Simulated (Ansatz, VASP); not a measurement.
# CdTe in two plane-wave programs

Wanted: the spread between two codes on one cell, functional and k mesh. The cell is taken from a series of VASP runs on this material, whose earlier steps may have relaxed, scaled or displaced it; both programs get it as it stands. Valence electrons are named where the data sets of a main pair hold unlike numbers.

Program: Ansatz 0.2.0. Level of theory: plane waves, with VASP 6.6.1 beside it; band structure at r2SCAN, band structure at LDA and band structure at LDA, spin-orbit coupling. Results are calculated unless marked as measured.

## (1) Starting point

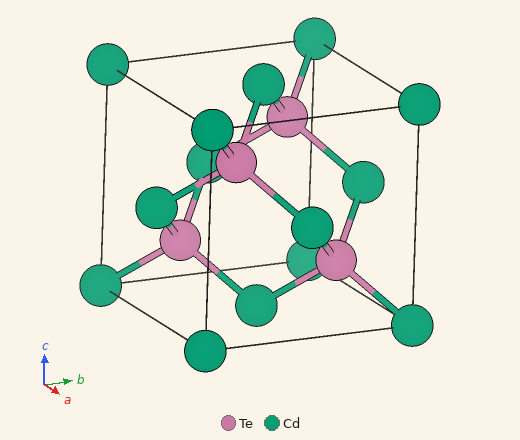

Start, viewed slightly off an axis; tellurium pink, cadmium teal. This picture shows the conventional cell, with its axes. Bonds to atoms that aren't drawn are left out. Some periodic images of atoms are drawn too.

## (2) VASP: band structure, r2SCAN

The same path points are solved in both programs, so levels can be compared one by one.

Lines of VASP's logs that name or quote its potential files are left out, and so is its time.

INCAR reads:

```
SYSTEM = CdTe
PREC = Accurate
ENCUT = 350
EDIFF = 1E-06
NELM = 100
ISMEAR = 0
SIGMA = 0.03
LREAL = .FALSE.
ALGO = Normal
METAGGA = R2SCAN
LASPH = .TRUE.
NBANDS = 21
LORBIT = 11
LWAVE = .FALSE.
LCHARG = .FALSE.
KPAR = 4
```

POSCAR reads:

```
CdTe
1.0
    0.0000000000      3.2400000000      3.2400000000
    3.2400000000      0.0000000000      3.2400000000
    3.2400000000      3.2400000000      0.0000000000
Te Cd
1 1
Direct
    0.7500000000      0.7500000000      0.7500000000
    0.0000000000      0.0000000000      0.0000000000
```

KPOINTS reads:

```
Automatic mesh
0
Gamma
6 6 6
0 0 0
```

KPOINTS_OPT reads:

```
Line mode
10
Line-mode
Reciprocal
  0.00000000   0.00000000   0.00000000 GAMMA
  0.50000000   0.00000000   0.50000000 X

  0.50000000   0.00000000   0.50000000 X
  0.50000000   0.25000000   0.75000000 W

  0.50000000   0.25000000   0.75000000 W
  0.37500000   0.37500000   0.75000000 K

  0.37500000   0.37500000   0.75000000 K
  0.00000000   0.00000000   0.00000000 GAMMA

  0.00000000   0.00000000   0.00000000 GAMMA
  0.50000000   0.50000000   0.50000000 L

  0.50000000   0.50000000   0.50000000 L
  0.62500000   0.25000000   0.62500000 U

  0.62500000   0.25000000   0.62500000 U
  0.50000000   0.25000000   0.75000000 W

  0.50000000   0.25000000   0.75000000 W
  0.50000000   0.50000000   0.50000000 L

  0.50000000   0.50000000   0.50000000 L
  0.37500000   0.37500000   0.75000000 K

  0.62500000   0.25000000   0.62500000 U
  0.50000000   0.00000000   0.50000000 X
```

The projector-augmented-wave data sets are Te and Cd (PBE family, release 64).

The run is started by

```sh
$ mpirun -np 4 vasp_std
```

Numbers of over 12 decimals in the logs are rounded to 6 here.

The program printed:

```text
[banner, memory and clock lines left out]
running    4 mpi-ranks, on    1 nodes
 distrk:  each k-point on    1 cores,    4 groups
 distr:  one band on    1 cores,    1 groups

 POSCAR found type information on POSCAR TeCd
 POSCAR found :  2 types and       2 ions
|                                                                             |
|               ----> ADVICE to this user running VASP <----                  |
|                                                                             |
|     You enforced a specific xc type in the INCAR file but a different       |
|     [... a line on the potential file left out ...]
|     I HOPE YOU KNOW WHAT YOU ARE DOING!                                     |
|                                                                             |

 LDA part: xc-table for (None), standard interpolation
 POSCAR, INCAR and KPOINTS ok, starting setup
 FFT: planning ... GRIDC
 FFT: planning ... GRID_SOFT
 FFT: planning ... GRID
 WAVECAR not read
 entering main loop
       N       E                     dE             d eps       ncg     rms          rms(c)
DAV:   1     0.354477344226E+02    0.35448E+02   -0.67861E+03   704   0.555E+02
DAV:   2    -0.481604085240E+02   -0.83608E+02   -0.80106E+02   780   0.169E+02
DAV:   3    -0.511691185536E+02   -0.30087E+01   -0.29970E+01   790   0.329E+01
DAV:   4    -0.511918893923E+02   -0.22771E-01   -0.22769E-01   836   0.265E+00
DAV:   5    -0.511921787439E+02   -0.28935E-03   -0.28935E-03   805   0.242E-01    0.557E+00
DAV:   6    -0.466434688569E+02    0.45487E+01   -0.24390E+00   672   0.158E+01    0.703E+00
DAV:   7    -0.466132812327E+02    0.30188E-01   -0.10289E-01   762   0.262E+00    0.471E+00
DAV:   8    -0.466212108140E+02   -0.79296E-02   -0.73327E-02   707   0.219E+00    0.897E-01
DAV:   9    -0.466241139571E+02   -0.29031E-02   -0.55666E-03   780   0.447E-01    0.354E-01
DAV:  10    -0.466238715569E+02    0.24240E-03   -0.15567E-03   742   0.341E-01    0.657E-02
DAV:  11    -0.466238583209E+02    0.13236E-04   -0.77846E-05   783   0.907E-02    0.461E-02
DAV:  12    -0.466238604215E+02   -0.21005E-05   -0.16397E-05   765   0.367E-02    0.296E-02
DAV:  13    -0.466238638316E+02   -0.34101E-05   -0.83383E-06   707   0.182E-02    0.754E-03
DAV:  14    -0.466238636738E+02    0.15780E-06   -0.50039E-07   494   0.323E-03
   1 F= -.46623864E+02 E0= -.46623864E+02  d E =-.836518E-17
 Start KPOINTS_OPT (optional k-point list driver)
k-point batch [1-16\100]
       N       E                     dE             ncg
DAV:   1     0.401346992828E+02   -0.52647E+04      744
DAV:   2    -0.122551910685E+04   -0.12657E+04      765
DAV:   3    -0.126693945752E+04   -0.41420E+02      792
DAV:   4    -0.126727520196E+04   -0.33574E+00      875
DAV:   5    -0.126727782312E+04   -0.26212E-02      834
DAV:   6    -0.126727788468E+04   -0.61562E-04      803
DAV:   7    -0.126727788644E+04   -0.17565E-05      731
DAV:   8    -0.126727788649E+04   -0.54102E-07      555
[...]
k-point batch [97-100\100]
       N       E                     dE             ncg
DAV:   1     0.573211212859E+04   -0.18082E+04      176
DAV:   2     0.538782724028E+04   -0.34428E+03      188
DAV:   3     0.537486141367E+04   -0.12966E+02      203
DAV:   4     0.537476002639E+04   -0.10139E+00      196
DAV:   5     0.537475848309E+04   -0.15433E-02      208
DAV:   6     0.537475844344E+04   -0.39657E-04      198
DAV:   7     0.537475844228E+04   -0.11597E-05      216
DAV:   8     0.537475844225E+04   -0.29296E-07      152
```

OUTCAR, selected parts (step 2):

```text
ion  position               nearest neighbor table
   1  0.750  0.750  0.750-   2 2.81   2 2.81   2 2.81   2 2.81
   2  0.000  0.000  0.000-   1 2.81   1 2.81   1 2.81   1 2.81

  LATTYP: Found a face centered cubic cell.
 ALAT       =     6.4800000000

 Subroutine GETGRP returns: Found 24 space group operations
 (whereof 24 operations were pure point group operations)

The static configuration has the point symmetry T_d .

 Found     16 irreducible k-points:

   k-points           NKPTS =     16   k-points in BZ     NKDIM =     16   number of bands    NBANDS=     21

   dimension x,y,z NGX =    28 NGY =   28 NGZ =   28
   dimension x,y,z NGXF=    56 NGYF=   56 NGZF=   56

   ENCUT  =  350.0 eV  25.72 Ry    5.07 a.u.   6.99  6.99  6.99*2*pi/ulx,y,z

   NELECT =      18.0000    total number of electrons

 k-points in reciprocal lattice and weights: Automatic mesh
   0.00000000  0.00000000  0.00000000       0.005
   0.16666667  0.00000000  0.00000000       0.037
   0.33333333  0.00000000  0.00000000       0.037
   0.50000000  0.00000000  0.00000000       0.019
   0.16666667  0.16666667  0.00000000       0.028
   0.33333333  0.16666667  0.00000000       0.111
   0.50000000  0.16666667  0.00000000       0.111
  -0.33333333  0.16666667  0.00000000       0.111
  -0.16666667  0.16666667  0.00000000       0.056
[...]
-0.33333333  0.33333333  0.16666667       0.111
  -0.33333333  0.50000000  0.16666667       0.056

 average (electrostatic) potential at core
       1 -96.3083       2 -44.5863

 E-fermi :   2.2757

 k-point     1 :       0.0000    0.0000    0.0000
  band No.  band energies     occupation
    ...
      5      -6.1558      2.00000
      6      -6.1558      2.00000
      7       2.1087      2.00000
      8       2.1087      2.00000
      9       2.1087      2.00000
     10       3.3777      0.00000
     11       7.1330      0.00000
     12       7.1330      0.00000
     13       7.1330      0.00000
     14      10.0420      0.00000
    ...

 k-point     2 :       0.1667    0.0000    0.0000
  band No.  band energies     occupation
    ...
      5      -6.1572      2.00000
      6      -6.1572      2.00000
      7       0.4219      2.00000
      8       1.8773      2.00000
      9       1.8773      2.00000
     10       4.3976      0.00000
     11       7.2378      0.00000
     12       7.4795      0.00000
     13       7.4795      0.00000
     14      11.0315      0.00000
    ...

 k-point     3 :       0.3333    0.0000    0.0000
  band No.  band energies     occupation
    ...
      5      -6.1534      2.00000
      6      -6.0507      2.00000
      7      -1.5090      2.00000
      8       1.4864      2.00000
      9       1.4865      2.00000
     10       4.4572      0.00000
     11       7.7457      0.00000
     12       7.7457      0.00000
     13       8.8042      0.00000
     14      10.6343      0.00000
    ...

  Total        0.5801824      0.5801824      0.5801824     -0.0000000      0.0000000      0.0000000
  in kB       13.6650145     13.6650145     13.6650145     -0.0000000      0.0000000      0.0000000
  external PRESSURE =      13.6650145 kB  Pullay stress =       0.0000000 kB

  energy-cutoff  :      350.00
  volume of cell :       68.02
      direct lattice vectors                 reciprocal lattice vectors
     0.000000000  3.240000000  3.240000000    -0.154320988  0.154320988  0.154320988
     3.240000000  0.000000000  3.240000000     0.154320988 -0.154320988  0.154320988
     3.240000000  3.240000000  0.000000000     0.154320988  0.154320988 -0.154320988

 POSITION                                       TOTAL-FORCE (eV/Angst)
 -----------------------------------------------------------------------------------
      4.86000      4.86000      4.86000         0.000000     -0.000000     -0.000000
      0.00000      0.00000      0.00000        -0.000000      0.000000      0.000000
 -----------------------------------------------------------------------------------
    total drift:                                0.000010      0.000010      0.000010

  FREE ENERGIE OF THE ION-ELECTRON SYSTEM (eV)
  ---------------------------------------------------
  free  energy   TOTEN  =       -46.6238636738 eV

  energy  without entropy=      -46.6238636738  energy(sigma->0) =      -46.62386367

 total charge
# of ion       s       p       d       tot
------------------------------------------
    1        1.351   2.113   0.021   3.485
    2        0.451   0.315   9.532  10.297
--------------------------------------------------
tot          1.802   2.428   9.553  13.782

[... 3 further parts left out ...]
```

The run ends at a pressure of 1.37 GPa.

## (3) Ansatz: band structure, r2SCAN

Ansatz runs on its default PAW (the set named soft_2) files.

The same cell, functional, mesh and smearing now go to Ansatz, which takes its cutoff from its data sets.

input.yaml reads:

```yaml
crystal:
  lattice:
    - [0.0, 3.24, 3.24]
    - [3.24, 0.0, 3.24]
    - [3.24, 3.24, 0.0]
  atoms:
    - { symbol: Te, position: [0.75, 0.75, 0.75] }
    - { symbol: Cd, position: [0.0, 0.0, 0.0] }
hamiltonian:
  xc: r2scan
  pseudopotentials: { kind: paw }
kpoints:
  mp_grid: { grid: [6, 6, 6] }
  band_path:
    path:
      - [0.0, 0.0, 0.0]
      - [0.16667, 0.0, 0.16667]
      - [0.33333, 0.0, 0.33333]
      - [0.5, 0.0, 0.5]
      - [0.5, 0.08333, 0.58333]
      - [0.5, 0.19444, 0.69444]
      - [0.5, 0.25, 0.75]
      - [0.45833, 0.29167, 0.75]
      - [0.40278, 0.34722, 0.75]
      - [0.375, 0.375, 0.75]
      - [0.20833, 0.20833, 0.41667]
      - [0.08333, 0.08333, 0.16667]
      - [0.0, 0.0, 0.0]
      - [0.22222, 0.22222, 0.22222]
      - [0.38889, 0.38889, 0.38889]
      - [0.51389, 0.47222, 0.51389]
      - [0.55556, 0.38889, 0.55556]
      - [0.61111, 0.27778, 0.61111]
      - [0.61111, 0.25, 0.63889]
      - [0.56944, 0.25, 0.68056]
      - [0.51389, 0.25, 0.73611]
      - [0.5, 0.27778, 0.72222]
      - [0.5, 0.38889, 0.61111]
      - [0.5, 0.47222, 0.52778]
      - [0.48611, 0.48611, 0.52778]
      - [0.43056, 0.43056, 0.63889]
      - [0.38889, 0.38889, 0.72222]
      - [0.59722, 0.19444, 0.59722]
      - [0.55556, 0.11111, 0.55556]
      - [0.5, 0.0, 0.5]
    npoints: 1
scf:
  occupations: { method: gaussian, width: 0.03 }
  n_extra_bands: 7
output:
  forces: true
  stress: true
  eigenvalues: true
```

The run is started by

```sh
$ ansatz run input.yaml --threads 2 --pin off --max-ram 4608MiB --backend cpu --events-out ev --progress --plain --runs-dir out
```

The program printed:

```text
scf.n_extra_bands = 7 over 18 filled bands (N_el = 36.0): the run solves 25 bands
Engine: ansatz 0.2.0, aarch64-unknown-linux-gnu
Pseudopotentials: kind: paw
Pseudopotential: Te, paw, valence charge 16, recommended cutoff 500 eV (meta_gga), Te.paw.azcp
Pseudopotential: Cd, paw, valence charge 20, recommended cutoff 500 eV (meta_gga), Cd.paw.azcp
Functional definition: r2SCAN
  parameter k0 = 0.174
  parameter k1 = 0.065
  parameter a1 = 4.9479
  exchange = r2scan_x(k0 = k0, k1 = k1, a1 = a1)
  correlation = r2scan_c
Crystal: 2 atoms, lattice volume = 68.024 Å³
Basis set: ecut = 500 eV, 1759 PW (Γ), exchange–correlation on 144×144×144 points (64 copies of the dense FFT grid, shifted against one another)
Bands: 25, of which v1, the nominal top of the filled ones, is band 18 counted from 1 (17 counted from 0)
Symmetry: 24 space group operations
Space group: F-43m (ITA 216), of the structure as read, at distance tolerance 4.1e-5 Å
k-points: 16 of 216 (time reversal used)
Non-local potential: Te, projectors of the file, l = 0: 2, l = 1: 2, l = 2: 2, l = 3: 2
Non-local potential: Cd, projectors of the file, l = 0: 3, l = 1: 2, l = 2: 2, l = 3: 1
PAW form: soft (Blöchl's): semilocal exchange-correlation on the pseudo side does not see the compensation charge
PAW frozen core: Te, regenerated for the run's functional (the file was generated under x = pbe(κ = 0.804, μ = 0.219515), c = pbe(β = 0.066725))
PAW frozen core: Cd, regenerated for the run's functional (the file was generated under x = pbe(κ = 0.804, μ = 0.219515), c = pbe(β = 0.066725))
PAW one-centre angular grid: Te, 590 points (default); XC on 160 Gauss nodes
PAW one-centre angular grid: Cd, 590 points (default); XC on 160 Gauss nodes
Initial density: superposition of atomic densities (neutral atoms: chi_scale 0, normalization atom), corrected by the library's trained network
Initial wavefunctions: pseudopotential atomic-orbital guess
Functional: x = r2scan, c = r2scan; τ floored in thin density (d = 2e-4 eV/Å³)
SCF iter   1: F=—  HF=-15264.117238 eV  |F-HF|=—  |Δ(HF+E_count)|=         —  Δρ=4.46e-3  dr2=8.30e-3  dr2_τ=1.08e-2  ethr=1.77e-3  ⟨swp⟩=6.3  Hψ=1958  notcnv=0
preconditioner: auto → none  [insulator: Δε(μ)=1.232 eV  Ē_g=14.137 eV  σ=0.030 eV  W_gap=1.00  n_scr=14 (ndim 8)  ℏωp=19.1 eV  f_vac=0.191  D(μ)=0.00/eV (n_scr^D=0)  ε∞_Penn≈2.8]
SCF iter   2: F=—  HF=-15264.123722 eV  |F-HF|=—  |Δ(HF+E_count)|=   6.48e-3  Δρ=2.25e-3  dr2=1.49e-3  dr2_τ=3.23e-4  ethr=2.30e-5  ⟨swp⟩=2.5  Hψ=795  notcnv=0  defer=39
SCF iter   3: F=—  HF=-15264.124339 eV  |F-HF|=—  |Δ(HF+E_count)|=   6.17e-4  Δρ=1.04e-3  dr2=3.37e-4  dr2_τ=4.74e-5  ethr=4.13e-6  ⟨swp⟩=2.0  Hψ=485  notcnv=0  defer=39
SCF iter   4: F=—  HF=-15264.124541 eV  |F-HF|=—  |Δ(HF+E_count)|=   2.03e-4  Δρ=9.33e-5  dr2=5.50e-6  dr2_τ=2.36e-7  ethr=9.37e-7  ⟨swp⟩=2.0  Hψ=649  notcnv=0  defer=39
SCF iter   5: F=—  HF=-15264.124534 eV  |F-HF|=—  |Δ(HF+E_count)|=   7.81e-6  Δρ=2.98e-5  dr2=2.53e-7  dr2_τ=2.50e-8  ethr=1.53e-8  ⟨swp⟩=2.0  Hψ=585  notcnv=0  defer=39
SCF iter   6: F=-15264.124534 eV  HF=-15264.124534 eV  |F-HF|=8.57e-9  |Δ(HF+E_count)|=   1.81e-7  Δρ=5.67e-6  dr2=7.54e-9  dr2_τ=7.62e-10  ethr=2.78e-10  ⟨swp⟩=9.6  Hψ=2096  notcnv=0
SCF 1 converged in 6 iterations: F = -15264.124534 eV  dr2 = 7.54e-9
  greatest PAW one-centre occupation: 1.001 electrons in one spin orbital (limit 2), on the Cd atom at site 1 (counted from 0), in its partial waves of l = 1
NSCF: frozen V_eff on 30 k-points
SCF converged after 6 iterations
Free energy (F): -15264.124534 eV
Harris-Foulkes:  -15264.124534 eV  (|F-HF|=8.57e-9)
Internal energy: -15264.124534 eV  (E = F + TS)
E sigma→0 (E₀):  -15264.124534 eV
Fermi energy:    7.858498 eV
--- Per-component energies (eV) ---
  E_band       = -827.027941
  E_kinetic    = 686.010146
  E_local      = -5420.727058  (includes V_loc(G=0)·N_el)
  E_nonlocal   = -275.709570
  E_hartree    = 2735.164551
  E_xc         = -283.668307
  E_vxc        = -357.905920  (∫ρ·V_xc dr)
  E_paw        = -8792.890060  (= ΣΔE_a)
  E_vpaw       = -953.259125  (= ΣTr[D̂ρ^β])
  E_aug_tail   = -0.000032  (compensation charges beyond the density's cutoff)
  E_vtau       = 24.235643  (kinetic-family band-sum trace: ∫τ·v_τ [+ j·A + Jᵃ·Aᵃ] dr)
  E_ewald      = -3912.024287
  E_core_change = -0.279915  (= ΣΔE_core)
  E_smearing   = -0.000000  (= −TS)
  E_closure    = -0.000000  (closes the sum)
  Σ components = -15264.124534   (vs F -15264.124534, Δ=0.00e0)
--- Forces (eV/Å), atoms counted from 1 ---
  atom   1  Te     0.00000000    -0.00000000    -0.00000000
  atom   2  Cd    -0.00000000     0.00000000    -0.00000000
  max |Σ_I F_I| component: 1.41e-16 eV/Å
--- Stress (GPa, compression-positive) ---
        1.581173      -0.000000      -0.000000
        0.000000       1.581173       0.000000
        0.000000       0.000000       1.581173
  P = ⅓ Tr σ = 1.5812 GPa (15.812 kbar)
--- Band table (eV; the first three rows and the last of 16) ---
  k-point 0: bands = [... 14 lower, -1.0966, 7.2182, 7.2182, 7.2182, 8.4980, 12.2707, 12.2707, 12.2707, ... 3 higher]
  k-point 1: bands = [... 14 lower, -1.0976, 5.5405, 6.9886, 6.9886, 9.5157, 12.3574, 12.6162, 12.6162, ... 3 higher]
  k-point 2: bands = [... 14 lower, -0.9829, 3.6154, 6.6002, 6.6002, 9.5804, 12.8828, 12.8828, 13.9034, ... 3 higher]
  k-point 15: bands = [... 14 lower, -0.5002, 2.9739, 4.9528, 5.0574, 11.3084, 11.3139, 14.4286, 14.6785, ... 3 higher]
```

Elapsed: 11 s, on 2 threads of Arm Neoverse N1, shared host; peak memory 0.52 GiB.

The column dr2 measures how far the density is from self-consistency, as an energy; F and HF (Harris–Foulkes) agree once it is small.

## (4) Comparison

Known differences besides the potentials themselves: VASP keeps PBE cores, Ansatz makes them for the functional; the data sets hold 36 valence electrons in Ansatz (on its default PAW (the set named soft_2) files) and 18 in VASP; the cutoff is 500 eV in Ansatz and 350 eV in VASP. Total energies have different zeros and are not compared.

Both answers:

```csv
quantity,Ansatz,VASP,difference
pressure (GPa),1.58,1.37,+0.21
gap over the path points (eV),1.280,1.269,+0.011
```

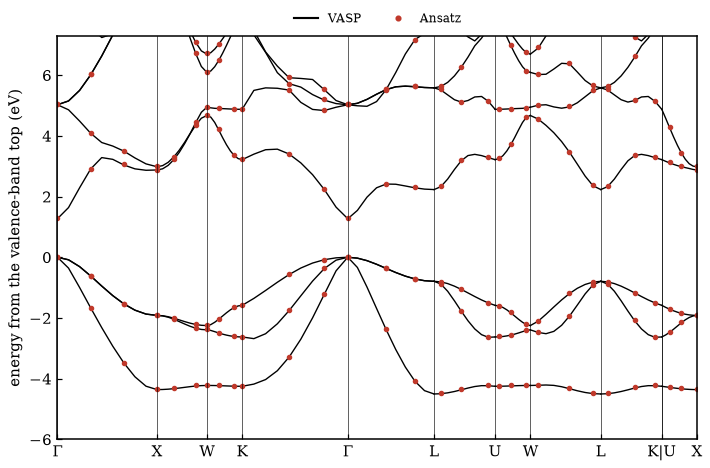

Bands from VASP (lines) and levels from Ansatz (dots). Dots without a line are higher empty bands that the VASP plot leaves out.

Levels at points of the path, from each program's valence-band top (eV; 4 filled, then empty):

```csv
k (reciprocal lattice),Ansatz,VASP
0.000 0.000 0.000,-8.31 0.00 0.00 0.00 1.28 5.05 5.05,-8.27 0.00 0.00 0.00 1.27 5.02 5.02
0.167 0.000 0.167,-8.31 -1.66 -0.61 -0.61 2.91 4.11 6.03,-8.26 -1.67 -0.62 -0.62 2.91 4.09 6.01
0.333 0.000 0.333,-8.10 -3.47 -1.53 -1.53 3.06 3.51 7.88,-8.06 -3.48 -1.54 -1.54 3.04 3.50 7.88
0.500 0.000 0.500,-7.78 -4.34 -1.91 -1.91 2.89 3.00 9.44,-7.74 -4.36 -1.92 -1.92 2.88 2.98 9.47
0.500 0.083 0.583,-7.76 -4.31 -2.03 -2.00 3.22 3.31 8.67,-7.72 -4.33 -2.04 -2.01 3.21 3.30 8.66
0.500 0.194 0.694,-7.71 -4.22 -2.33 -2.20 4.37 4.45 6.71,-7.67 -4.24 -2.34 -2.21 4.36 4.44 6.70
0.500 0.250 0.750,-7.70 -4.21 -2.38 -2.24 4.68 4.95 6.10,-7.66 -4.22 -2.39 -2.25 4.67 4.94 6.09
0.458 0.292 0.750,-7.71 -4.21 -2.48 -2.03 4.21 4.91 6.49,-7.67 -4.23 -2.49 -2.04 4.20 4.90 6.48
0.403 0.347 0.750,-7.73 -4.23 -2.60 -1.65 3.36 4.88 7.55,-7.69 -4.25 -2.61 -1.66 3.35 4.88 7.54
0.375 0.375 0.750,-7.74 -4.23 -2.61 -1.58 3.23 4.88 7.85,-7.70 -4.25 -2.63 -1.59 3.22 4.87 7.84
```

Among the levels compared at these points, filled levels agree within 50 meV and empty ones within 29 meV.

## (5) Ansatz: band structure, LDA

Levels along a path test the potential and the projectors away from the mesh points. The cell compared in this pair holds 66.12 Å³, against 68.02 Å³ for the pair before.

The cell is taken from a series of VASP runs on this material, whose earlier steps may have relaxed, scaled or displaced it; both programs get it as it stands.

input.yaml: that of step 3 with these lines changed.

```diff
@@ -2,5 +2,5 @@
   lattice:
-    - [0.0, 3.24, 3.24]
-    - [3.24, 0.0, 3.24]
-    - [3.24, 3.24, 0.0]
+    - [0.0, 3.209439937, 3.209439937]
+    - [3.209439937, 0.0, 3.209439937]
+    - [3.209439937, 3.209439937, 0.0]
   atoms:
@@ -9,3 +9,3 @@
 hamiltonian:
-  xc: r2scan
+  xc: lda
   pseudopotentials: { kind: paw }
```

The program printed:

```text
[...]
Crystal: 2 atoms, lattice volume = 66.118 Å³
Basis set: ecut = 420 eV, 1291 PW (Γ)
Bands: 25, of which v1, the nominal top of the filled ones, is band 18 counted from 1 (17 counted from 0)
Symmetry: 24 space group operations
[...]
k-points: 16 of 216 (time reversal used)
[...]
k-point 0: bands = [... 14 lower, -0.5281, 7.5600, 7.5600, 7.5600, 8.1560, 12.0743, 12.0743, 12.0743, ... 3 higher]
  k-point 1: bands = [... 14 lower, -0.5296, 5.7116, 7.3147, 7.3147, 9.3015, 12.1746, 12.4274, 12.4274, ... 3 higher]
  k-point 2: bands = [... 14 lower, -0.4403, 3.7926, 6.9084, 6.9084, 9.3446, 12.7205, 12.7205, 13.7118, ... 3 higher]
  k-point 15: bands = [... 14 lower, 0.0453, 3.1267, 5.2087, 5.2890, 11.1906, 11.2168, 14.1807, 14.4707, ... 3 higher]
[key lines of the parts left out:]
SCF converged after 6 iterations
Free energy (F): -14945.804024 eV
Fermi energy:    7.858849 eV
P = ⅓ Tr σ = -0.1988 GPa (-1.988 kbar)
```

It took 4.5 s on 2 threads; peak memory 0.32 GiB.

(Part 1 of 2 ends here.)

[Lines on the potential files, build, host, timing and source positions are cut from VASP's logs without a mark.]

[Logs are printed without paths, hosts, clocks, repeated set-up lines and the standing remarks that a program may print on its own settings, such as how far it seeks lower states.]

[Hosts, paths, dates, database ids (printed as entryN), source tags and the programs' standing remarks are cut or masked in the printed files.]
